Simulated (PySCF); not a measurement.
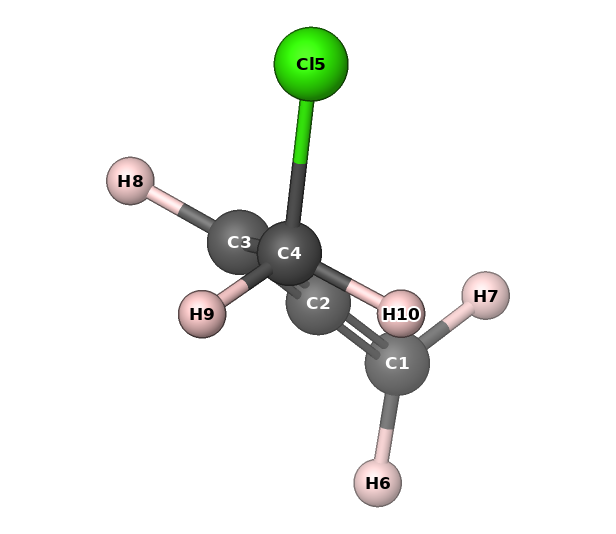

C3 lies behind C4. The molecule seen a little off the C4–C3 bond, C4 in front. Distant atoms are faded towards the background colour. The computed structure is the end point of a PBE0-D3(BJ)/def2-SVP optimisation. No frequency run is at hand to confirm it as a minimum.

> What is the torsion angle Cl5–C4–C3–C2? The sign is positive where the front bond must turn clockwise to cover the back bond.

122°, anticlinal.
